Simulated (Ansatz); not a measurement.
**Bands, cutoff and cost in G0W0 for Ba2SrTi3O9 (perovskite [001] superlattice) (P4mm)**

Aim: see how the G0W0 gap of Ba2SrTi3O9 (perovskite [001] superlattice) (P4mm) on PBEsol moves with empty bands and screening cutoff, and what each rung costs.

Program: Ansatz 0.2.0. Level of theory: G0W0 on PBEsol, plane waves, PAW; PAW set soft_1. Results are calculated unless marked as measured.

The structure was built from a prototype and need not be the compound's stable phase.

## Step 1: The starting structure

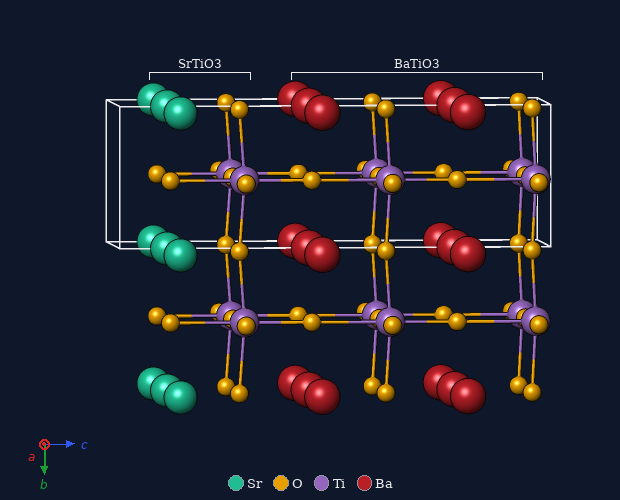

Start, viewed from the side, with the c axis across the page; strontium teal, oxygen orange, titanium purple, barium red. 2×2×1 cells are drawn. Some periodic images of atoms are drawn too.

The structure was relaxed with PBEsol. The runs that relaxed it are not among those shown. Spin-orbit coupling is left out unless a step names it.

## Step 2: 157 empty bands, screening to 52 eV

G0W0 replaces the xc potential by the self-energy, built once from these orbitals. Only a window of levels is corrected, while the sums run over the empty bands that the input names. This step takes PAW set soft_1 files.

input.yaml reads:

```yaml
crystal:
  lattice:
    - [3.9349802706, 0.0, 0.0]
    - [0.0, 3.9349802706, 0.0]
    - [0.0, 0.0, 11.9786531724]
  atoms:
    - { symbol: Sr, position: [0.0, 0.0, 0.084275811] }
    - { symbol: O, position: [0.5, 0.5, 0.076645523] }
    - { symbol: Ti, position: [0.5, 0.5, 0.2485044074] }
    - { symbol: O, position: [0.5, 0.0, 0.2366435965] }
    - { symbol: O, position: [0.0, 0.5, 0.2366435965] }
    - { symbol: Ba, position: [0.0, 0.0, 0.4133352158] }
    - { symbol: O, position: [0.5, 0.5, 0.40474618] }
    - { symbol: Ti, position: [0.5, 0.5, 0.586817754] }
    - { symbol: O, position: [0.5, 0.0, 0.5765820441] }
    - { symbol: O, position: [0.0, 0.5, 0.5765820441] }
    - { symbol: Ba, position: [0.0, 0.0, 0.751359634] }
    - { symbol: O, position: [0.5, 0.5, 0.7421782604] }
    - { symbol: Ti, position: [0.5, 0.5, 0.9242476745] }
    - { symbol: O, position: [0.5, 0.0, 0.9159179191] }
    - { symbol: O, position: [0.0, 0.5, 0.9159179191] }
kpoints:
  mp_grid: { grid: [6, 6, 2] }
hamiltonian:
  xc: pbesol
  pseudopotentials: { kind: paw, azcp: { folder: soft_1 }, xc_functional: pbe }
scf:
  occupations: { method: fixed }
gw:
  n_empty_bands: 157
  ecut_chi: 52
  qp_bands: [v4, c4]
  qp_kpoints: band_edges
  screening: { model: contour_deformation }
```

Started as:

```sh
$ ansatz run input.yaml --threads 3 --pin off --max-ram 92160MiB --backend cuda --events-out ev --progress --plain --runs-dir out --devices 1 --max-vram 13GiB
```

Numbers of over 12 decimals in the logs are rounded to 6 here.

Log:

```text
GPUs: using 1 of 1 available (devices: 1).
Engine: ansatz 0.2.0, x86_64-unknown-linux-gnu
Pseudopotentials: kind: paw
Pseudopotential: Sr, paw, valence charge 10, recommended cutoff 420 eV (normal), soft_1/Sr.paw.azcp
Pseudopotential: O, paw, valence charge 6, recommended cutoff 420 eV (normal), soft_1/O.paw.azcp
Pseudopotential: Ti, paw, valence charge 12, recommended cutoff 420 eV (normal), soft_1/Ti.paw.azcp
Pseudopotential: Ba, paw, valence charge 10, recommended cutoff 420 eV (normal), soft_1/Ba.paw.azcp
Functional definition: PBEsol
  exchange = pbesol_x
  correlation = pbesol_c
device memory: the entry about to start is reckoned to put 3.7 GiB on a device that reports 32.7 GiB free (of which the cap on the GPU budget leaves the run 13.0 GiB)
GPU FFT provider: cuFFT
GPU libraries: cuBLAS 13.8.2, cuFFT 12.4.0, cuSOLVER 12.3.4
Crystal: 15 atoms, lattice volume = 185.478 Å³
Basis set: ecut = 420 eV, 3633 PW (Γ)
Bands: 75, of which v1, the nominal top of the filled ones, is band 60 counted from 1 (59 counted from 0)
Symmetry: 8 space group operations
Space group: P4mm (ITA 99), of the structure as read, at distance tolerance 5.7e-5 Å
k-points: 20 of 72
Non-local potential: Sr, projectors of the file, l = 0: 3, l = 1: 2, l = 2: 2
Non-local potential: O, projectors of the file, l = 0: 2, l = 1: 2, l = 2: 1
Non-local potential: Ti, projectors of the file, l = 0: 3, l = 1: 2, l = 2: 3, l = 3: 1
Non-local potential: Ba, projectors of the file, l = 0: 3, l = 1: 2, l = 2: 2, l = 3: 2
PAW form: soft (Blöchl's): semilocal exchange-correlation on the pseudo side does not see the compensation charge
PAW frozen core: Sr, regenerated for the run's functional, and the local potential with it (the file was generated under x = pbe(κ = 0.804, μ = 0.219515), c = pbe(β = 0.066725))
PAW frozen core: O, regenerated for the run's functional, and the local potential with it (the file was generated under x = pbe(κ = 0.804, μ = 0.219515), c = pbe(β = 0.066725))
PAW frozen core: Ti, regenerated for the run's functional, and the local potential with it (the file was generated under x = pbe(κ = 0.804, μ = 0.219515), c = pbe(β = 0.066725))
PAW frozen core: Ba, regenerated for the run's functional, and the local potential with it (the file was generated under x = pbe(κ = 0.804, μ = 0.219515), c = pbe(β = 0.066725))
PAW one-centre angular grid: Sr, 110 points (default); XC on 64 Gauss nodes
PAW one-centre angular grid: O, 110 points (default); XC on 64 Gauss nodes
PAW one-centre angular grid: Ti, 590 points (default); XC on 64 Gauss nodes
PAW one-centre angular grid: Ba, 194 points (default); XC on 64 Gauss nodes
Initial density: superposition of atomic densities (chi_scale 0.1, normalization cell, long waves kept (reshape's long-wave potential 0.31 eV rms))
Initial wavefunctions: pseudopotential atomic-orbital guess
GPU buffer pool allocated for 59049 grid points (all kernels)
GPU transforms: local potential and band sums: pruned to the plane-wave sphere, on 27×27×81
Functional: x = pbesol(κ = 0.804, μ = 0.123457), c = pbesol(β = 0.046)
SCF iter   1: F=—  HF=-27713.904520 eV  |F-HF|=—  |Δ(HF+E_count)|=         —  Δρ=5.55e-2  dr2=6.96e0  ethr=3.10e-3  ⟨swp⟩=4.7  Hψ=5040  notcnv=0  defer=240
preconditioner: auto → Resta (q_TF=auto, 2.537 Å⁻¹)  ε∞=5.7  [insulator: Δε(μ)=1.202 eV  Ē_g=11.919 eV  n_scr=56 (ndim 8)  ℏωp=25.9 eV  f_vac=0.000  ε∞_Penn≈5.7]
SCF iter   2: F=—  HF=-27712.785050 eV  |F-HF|=—  |Δ(HF+E_count)|=    1.12e0  Δρ=2.51e-2  dr2=1.67e0  ethr=3.10e-3  ⟨swp⟩=2.9  Hψ=2421  notcnv=0  defer=210
SCF iter   3: F=—  HF=-27712.621101 eV  |F-HF|=—  |Δ(HF+E_count)|=   1.64e-1  Δρ=1.78e-2  dr2=6.11e-1  ethr=1.39e-3  ⟨swp⟩=2.8  Hψ=2411  notcnv=0  defer=202
SCF iter   4: F=—  HF=-27712.538971 eV  |F-HF|=—  |Δ(HF+E_count)|=   8.21e-2  Δρ=6.71e-3  dr2=8.96e-2  ethr=5.09e-4  ⟨swp⟩=2.0  Hψ=2437  notcnv=0  defer=194
SCF iter   5: F=—  HF=-27712.530641 eV  |F-HF|=—  |Δ(HF+E_count)|=   8.33e-3  Δρ=1.95e-3  dr2=6.19e-3  ethr=7.47e-5  ⟨swp⟩=2.0  Hψ=2316  notcnv=0  defer=250
SCF iter   6: F=—  HF=-27712.532027 eV  |F-HF|=—  |Δ(HF+E_count)|=   1.39e-3  Δρ=1.45e-3  dr2=3.31e-3  ethr=5.16e-6  ⟨swp⟩=2.0  Hψ=2312  notcnv=0  defer=260
SCF iter   7: F=—  HF=-27712.531634 eV  |F-HF|=—  |Δ(HF+E_count)|=   3.93e-4  Δρ=2.07e-4  dr2=5.83e-5  ethr=2.76e-6  ⟨swp⟩=2.0  Hψ=2223  notcnv=0  defer=258
SCF iter   8: F=—  HF=-27712.531684 eV  |F-HF|=—  |Δ(HF+E_count)|=   5.01e-5  Δρ=9.37e-5  dr2=1.62e-5  ethr=4.86e-8  ⟨swp⟩=2.0  Hψ=2334  notcnv=0  defer=132
SCF iter   9: F=—  HF=-27712.531684 eV  |F-HF|=—  |Δ(HF+E_count)|=   3.83e-7  Δρ=4.76e-5  dr2=4.32e-6  ethr=1.35e-8  ⟨swp⟩=2.0  Hψ=2260  notcnv=0  defer=134
SCF iter  10: F=—  HF=-27712.531684 eV  |F-HF|=—  |Δ(HF+E_count)|=   4.02e-7  Δρ=1.05e-5  dr2=2.57e-7  ethr=3.60e-9  ⟨swp⟩=2.0  Hψ=1965  notcnv=0  defer=134
SCF iter  11: F=-27712.531684 eV  HF=-27712.531684 eV  |F-HF|=3.24e-8  |Δ(HF+E_count)|=   1.05e-7  Δρ=6.67e-6  dr2=8.17e-8  ethr=8.33e-11  ⟨swp⟩=13.8  Hψ=7300  notcnv=0
SCF 1 converged in 11 iterations: F = -27712.531684 eV  dr2 = 8.17e-8
  greatest PAW one-centre occupation: 0.998 electrons in one spin orbital (limit 2), on the Ti atom at site 12 (counted from 0), in its partial waves of l = 0
[...]
ik  band        ε_KS         Σx   Σc(E_QP)       V_xc       Z   E_QP_lin       E_QP  E_QP is
     0    57      9.6579   -25.7801     4.8575   -20.9354  0.7376     9.6707     9.6707  root
     0    58      9.8367   -26.0514     4.7683   -21.3384  0.7397     9.8920     9.8921  root
     0    59      9.8911   -25.6276     4.6055   -21.0958  0.7404     9.9647     9.9649  root
     0    60      9.8911   -25.6276     4.6055   -21.0958  0.7404     9.9647     9.9649  root
     0    61     12.1274   -12.6040    -5.8224   -20.2804  0.7505    14.0573    13.9814  root
     0    62     12.2156   -12.7824    -5.9473   -20.6177  0.7470    14.1845    14.1036  root
     0    63     12.2590   -12.8033    -5.9867   -20.6869  0.7463    14.2383    14.1559  root
     0    64     12.4191   -13.1738    -5.4542   -20.4420  0.7491    14.3071    14.2331  root
     1    57      9.7775   -25.7569     4.7404   -21.0579  0.7389     9.8189     9.8189  root
     1    58      9.7775   -25.7569     4.7404   -21.0579  0.7389     9.8189     9.8189  root
     1    59      9.8327   -25.6832     4.6997   -21.0405  0.7393     9.8896     9.8897  root
     1    60      9.8327   -25.6832     4.6997   -21.0405  0.7393     9.8896     9.8897  root
     1    61     12.1548   -12.6937    -5.8666   -20.4228  0.7489    14.0946    14.0174  root
     1    62     12.1680   -12.6318    -5.8680   -20.3705  0.7498    14.1166    14.0387  root
     1    63     12.2792   -12.8646    -6.0217   -20.7926  0.7452    14.2690    14.1854  root
     1    64     12.8419   -13.7349    -5.5795   -21.1555  0.7397    14.7651    14.6830  root
     2    57      9.4007   -25.2553     4.8607   -20.3784  0.7305     9.3844     9.3844  root
     2    58      9.4457   -25.2144     4.8520   -20.3410  0.7309     9.4243     9.4243  root
     2    59      9.6504   -25.2787     4.4213   -20.9542  0.7394     9.7470     9.7472  root
     2    60      9.7782   -25.9042     4.7654   -21.1847  0.7394     9.8241     9.8241  root
     2    61     12.4392   -13.2284    -5.4892   -20.5392  0.7482    14.3361    14.2608  root
     2    62     12.6888   -13.5857    -5.7144   -21.1347  0.7389    14.6043    14.5234  root
     2    63     12.7371   -13.6440    -5.8124   -21.3135  0.7372    14.6790    14.5943  root
     2    64     12.7587   -13.5381    -5.6545   -21.0453  0.7417    14.6925    14.6114  root
[...]
4    62     13.5652   -14.3365    -6.1806   -22.3997  0.7192    15.5628    15.4478  root ?
     4    63     13.5776   -14.4348    -6.1417   -22.4266  0.7173    15.5425    15.4277  root ?
     4    64     13.5949   -14.4061    -6.0390   -22.3156  0.7214    15.5761    15.4654  root ?
[...]
5    63     13.5864   -14.4589    -6.1575   -22.4671  0.7167    15.5530    15.4372  root ?
     5    64     13.6096   -14.4411    -6.1681   -22.4685  0.7171    15.5851    15.4690  root ?
[...]
6    62     13.6100   -14.4088    -6.2227   -22.5301  0.7180    15.6264    15.5085  root ?
     6    63     13.7583   -14.4105    -6.2596   -22.5724  0.7168    15.7823    15.6605  root ?
     6    64     13.9810   -14.7269    -6.4479   -23.0298  0.7054    15.9724    15.8361  root ?
[...]
7    63     13.9835   -14.7271    -6.4686   -23.0521  0.7050    15.9771    15.8400  root ?
     7    64     14.0070   -14.7174    -6.4875   -23.0710  0.7053    16.0101    15.8731  root ?
[...]
10    62     13.6063   -14.4059    -6.1157   -22.3993  0.7200    15.5973    15.4840  root ?
    10    63     13.6680   -13.8530    -6.3231   -22.0332  0.7189    15.6399    15.5252  root ?
    10    64     13.6945   -14.2416    -6.3161   -22.4500  0.7176    15.7063    15.5868  root ?
[...]
11    63     13.6809   -13.9936    -6.3199   -22.1766  0.7181    15.6602    15.5441  root ?
    11    64     13.6924   -13.9786    -6.2440   -22.0875  0.7201    15.6710    15.5572  root ?
[...]
12    62     13.7548   -14.4416    -6.3197   -22.6621  0.7156    15.7783    15.6555  root ?
    12    63     13.8656   -14.3334    -6.3723   -22.6119  0.7153    15.8970    15.7718  root ?
    12    64     14.0237   -14.4584    -6.5755   -22.9135  0.7063    16.0383    15.9032  root ?
[...]
13    63     14.0554   -14.3385    -6.6375   -22.8440  0.7051    16.0581    15.9234  root ?
    13    64     14.0724   -14.3483    -6.5620   -22.7843  0.7069    16.0798    15.9465  root ?
[...]
14    61     13.5302   -14.2234    -6.1541   -22.2757  0.7233    15.5405    15.4284  root ?
    14    62     13.7061   -14.5906    -6.1751   -22.6500  0.7163    15.7097    15.5905  root ?
    14    63     14.0100   -13.4219    -6.8241   -22.1205  0.7107    16.0162    15.8845  root ?
    14    64     14.1107   -14.3050    -6.6553   -22.8451  0.7067    16.1334    15.9954  root ?
[...]
18    57      9.8926   -25.4232     5.0196   -20.3558  0.7325     9.8447     9.8447  root
    18    58     10.2114   -25.7578     5.0926   -20.6548  0.7319    10.2009    10.2009  root
    18    59     10.2414   -25.8437     5.1050   -20.7473  0.7319    10.2501    10.2501  root
    18    60     10.2730   -25.8740     5.0868   -20.7810  0.7326    10.2667    10.2667  root
    18    61     14.0607   -14.7606    -6.4901   -23.1416  0.7060    16.0905    15.9517  root ?
    18    62     14.0607   -14.7606    -6.4901   -23.1416  0.7060    16.0905    15.9517  root ?
    18    63     14.4568   -14.7109    -6.8483   -23.4478  0.6957    16.4994    16.3455  root ?
    18    64     14.4568   -14.7109    -6.8483   -23.4478  0.6957    16.4994    16.3455  root ?
    19    57     10.1260   -25.8041     5.0579   -20.7327  0.7334    10.1124    10.1124  root
    19    58     10.2195   -25.7667     5.0824   -20.6724  0.7322    10.2075    10.2075  root
    19    59     10.2286   -25.8203     5.1133   -20.7133  0.7316    10.2350    10.2350  root
    19    60     10.2768   -25.8891     5.0884   -20.7994  0.7326    10.2755    10.2755  root
    19    61     14.1846   -14.6768    -6.6156   -23.1790  0.7028    16.2129    16.0712  root ?
    19    62     14.1846   -14.6768    -6.6156   -23.1790  0.7028    16.2129    16.0712  root ?
    19    63     14.1948   -14.7635    -6.5758   -23.2350  0.7037    16.2330    16.0906  root ?
    19    64     14.1948   -14.7635    -6.5758   -23.2350  0.7037    16.2330    16.0906  root ?
[key lines of the parts left out:]
SCF converged after 11 iterations
Free energy (F): -27712.531684 eV
Fermi energy:    10.276804 eV
```

Wall time 51 s (1 × NVIDIA H100 80GB HBM3 (shared by 6 runs) with 3 threads of AMD EPYC 7R13 (Zen 3), shared host); peak memory 1.6 GiB; 75 s of CPU time.

This step gave:

| Item | Value |
| --- | --- |
| bands summed | 217 |
| RPA ε∞ on this mesh (eigenvalues) | 5.762, 6.274, 6.274 |
| plane waves in the screening matrix | 163 |
| q-points in the mesh | 72 |
| G0W0 gap on the mesh | 3.706 eV |
| k of the valence top | -0.5, -0.5, -0.5 |
| k of the conduction bottom | 0, 0, 0 |
| starting gap on the mesh | 1.851 eV |
| Z at the valence top | 0.7326 |
| Z at the conduction bottom | 0.7505 |
| least direct G0W0 gap on the computed points | 4.017 eV |

The gap on the mesh goes from 1.85 eV to 3.71 eV, a correction of +1.86 eV. Between the two edge states, bare exchange in place of the xc potential would open the gap by 12.77 eV, and correlation takes back 10.91 eV.

## Step 3: 624 empty bands, screening to 130 eV

Bands and screening cutoff are moved together, since each hides the error of the other.

input.yaml, as its differences from that of step 2:

```diff
@@ -29,4 +29,4 @@
 gw:
-  n_empty_bands: 157
-  ecut_chi: 52
+  n_empty_bands: 624
+  ecut_chi: 130.0
   qp_bands: [v4, c4]
```

Log:

```text
GPUs: using 1 of 1 available (devices: 1).
[...]
GPU FFT provider: cuFFT
GPU libraries: cuBLAS 13.8.2, cuFFT 12.4.0, cuSOLVER 12.3.4
Crystal: 15 atoms, lattice volume = 185.478 Å³
Basis set: ecut = 420 eV, 3633 PW (Γ)
Bands: 75, of which v1, the nominal top of the filled ones, is band 60 counted from 1 (59 counted from 0)
Symmetry: 8 space group operations
[...]
k-points: 20 of 72
[...]
GPU buffer pool allocated for 59049 grid points (all kernels)
[...]
SCF iter   1: F=—  HF=-27713.904520 eV  |F-HF|=—  |Δ(HF+E_count)|=         —  Δρ=5.55e-2  dr2=6.96e0  ethr=3.10e-3  ⟨swp⟩=4.7  Hψ=5040  notcnv=0  defer=240
[...]
SCF iter  11: F=-27712.531684 eV  HF=-27712.531684 eV  |F-HF|=3.24e-8  |Δ(HF+E_count)|=   1.05e-7  Δρ=6.67e-6  dr2=8.17e-8  ethr=8.33e-11  ⟨swp⟩=13.8  Hψ=7300  notcnv=0
SCF 1 converged in 11 iterations: F = -27712.531684 eV  dr2 = 8.17e-8
[...]
NSCF: frozen V_eff on 20 k-points
[...]
G₀W₀ screening: q 1/20
[... further progress lines ...]
SCF converged after 11 iterations
Free energy (F): -27712.531684 eV
[...]
Internal energy: -27712.531684 eV  (E = F + TS)
E sigma→0 (E₀):  -27712.531684 eV
Fermi energy:    10.276804 eV
[...]
--- Band table (eV; the first three rows and the last of 20) ---
  k-point 0: bands = [... 56 lower, 9.6579, 9.8367, 9.8911, 9.8911, 12.1274, 12.2156, 12.2590, 12.4191, ... 11 higher]
  k-point 1: bands = [... 56 lower, 9.7775, 9.7775, 9.8327, 9.8327, 12.1548, 12.1680, 12.2792, 12.8419, ... 11 higher]
  k-point 2: bands = [... 56 lower, 9.4007, 9.4457, 9.6504, 9.7782, 12.4392, 12.6888, 12.7371, 12.7587, ... 11 higher]
  k-point 19: bands = [... 56 lower, 10.1260, 10.2195, 10.2286, 10.2768, 14.1846, 14.1846, 14.1948, 14.1948, ... 11 higher]
[...]
bands read: the sum over 684 bands ends inside a degenerate multiplet in 2 slots, whose members it reads at an even weight; the widest, k=0: bands 684 to 685 (counted from 1) at 1/2 each
[...]
0    57      9.6579   -25.7801     4.4648   -20.9354  0.7281     9.2753     9.2780  root
     0    58      9.8367   -26.0514     4.3686   -21.3384  0.7300     9.4902     9.4923  root
     0    59      9.8911   -25.6276     4.1987   -21.0958  0.7304     9.5561     9.5580  root
     0    60      9.8911   -25.6276     4.1987   -21.0958  0.7304     9.5561     9.5580  root
     0    61     12.1274   -12.6040    -6.3971   -20.2804  0.7433    13.4372    13.4067  root
     0    62     12.2156   -12.7824    -6.5288   -20.6177  0.7396    13.5552    13.5221  root
     0    63     12.2590   -12.8033    -6.5687   -20.6869  0.7389    13.6079    13.5739  root
     0    64     12.4191   -13.1738    -6.0115   -20.4420  0.7414    13.7054    13.6758  root
[...]
19    61     14.1846   -14.6768    -7.1918   -23.1790  0.6929    15.5536    15.4950  root
    19    62     14.1846   -14.6768    -7.1918   -23.1790  0.6929    15.5536    15.4950  root
    19    63     14.1948   -14.7635    -7.1494   -23.2350  0.6939    15.5760    15.5169  root
    19    64     14.1948   -14.7635    -7.1494   -23.2350  0.6939    15.5760    15.5169  root
```

Elapsed: 3.9 min, on 1 × NVIDIA H100 80GB HBM3 (shared by 6 runs) with 3 threads; peak memory 3.6 GiB; 6.8 min of CPU time.

This step gave:

- bands summed: 684
- RPA ε∞ on this mesh (eigenvalues): 5.671, 6.180, 6.180
- plane waves in the screening matrix: 627
- q-points in the mesh: 72
- G0W0 gap on the mesh: 3.495 eV
- k of the valence top: -0.5, -0.5, -0.5
- k of the conduction bottom: 0, 0, 0
- starting gap on the mesh: 1.851 eV
- Z at the valence top: 0.7213
- Z at the conduction bottom: 0.7433
- least direct G0W0 gap on the computed points: 3.849 eV

Against the run with 6×6×2 mesh, 157 empty bands, screening to 52 eV, PAW set soft_1 files, the gap moves by −0.21 eV.

## Step 4: Side by side

Times are wall times on 1 × NVIDIA H100 80GB HBM3 (shared by 6 runs) with 3 threads of AMD EPYC 7R13 (Zen 3), shared host, good to a factor of about two.

| mesh | files | frequency | bands summed | cutoff (eV) | start (eV) | G0W0 (eV) | time | host memory (GiB) |
| --- | --- | --- | --- | --- | --- | --- | --- | --- |
| 6×6×2 | PAW set soft_1 | contour deformation | 217 | 52 | 1.851 | 3.706 | 51 s | 1.6 |
| 6×6×2 | PAW set soft_1 | contour deformation | 684 | 130 | 1.851 | 3.495 | 3.9 min | 3.6 |

The parts of the quasiparticle energy at the two band edges (eV; QP = start + Σx + Σc − Vxc):

| run | edge | start | Σx | Σc | Vxc | Z | QP |
| --- | --- | --- | --- | --- | --- | --- | --- |
| 217 bands | valence top | 10.28 | -25.89 | 5.09 | -20.80 | 0.73 | 10.28 |
| 217 bands | conduction bottom | 12.13 | -12.60 | -5.82 | -20.28 | 0.75 | 13.98 |
| 684 bands | valence top | 10.28 | -25.89 | 4.72 | -20.80 | 0.72 | 9.91 |
| 684 bands | conduction bottom | 12.13 | -12.60 | -6.40 | -20.28 | 0.74 | 13.41 |

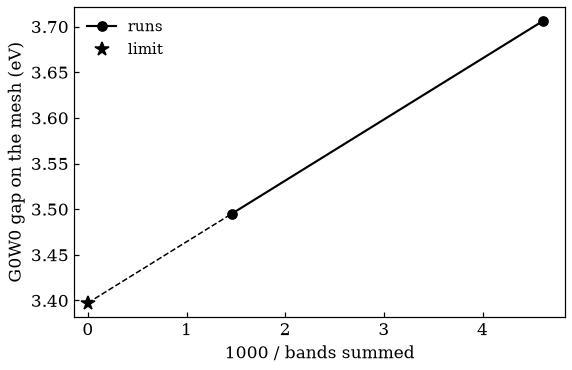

The gap against one over the number of bands; the dashed line carries the two highest rungs to the limit.

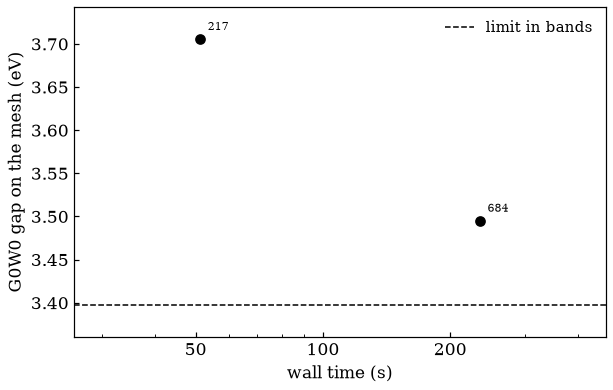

Result against wall time.

## Step 5: Summary of results

```json
{"217 bands, 52 eV": "3.706 eV", "684 bands, 130 eV": "3.495 eV", "estimated limit in bands and cutoff": "3.40 eV", "mesh and start": "6×6×2, PBEsol"}
```

In words: A line in one over the bands through the two rungs gives 3.40 eV, −0.10 eV from the top rung; with two points alone it is an unchecked estimate. The rungs stand 0.31 eV (217 bands) and 0.10 eV (684 bands) from it. From 217 to 684 bands the gap moves by −0.21 eV while the time grows 4.6-fold. Σc changes by −0.36 eV at the valence top and −0.57 eV at the conduction bottom, so the levels themselves move more than the gap between them. The many-body steps are scalar-relativistic: spin-orbit coupling is not in them.

[Paths, hosts, dates, memory and timing lines, banners, echoed tables and standing remarks are left out of the program output.]

[Logs are printed without paths, hosts, clocks, repeated set-up lines and the standing remarks that a program may print on its own settings, such as how far it seeks lower states.]

[Runs of the session that timed out or met a known fault of the program may be left out.]

[Cells called generated may have been cut or substituted from an entry of the Crystallography Open Database or the Materials Project.]

[Hosts, paths, dates, database ids (printed as entryN), source tags and the programs' standing remarks are cut or masked in the printed files.]
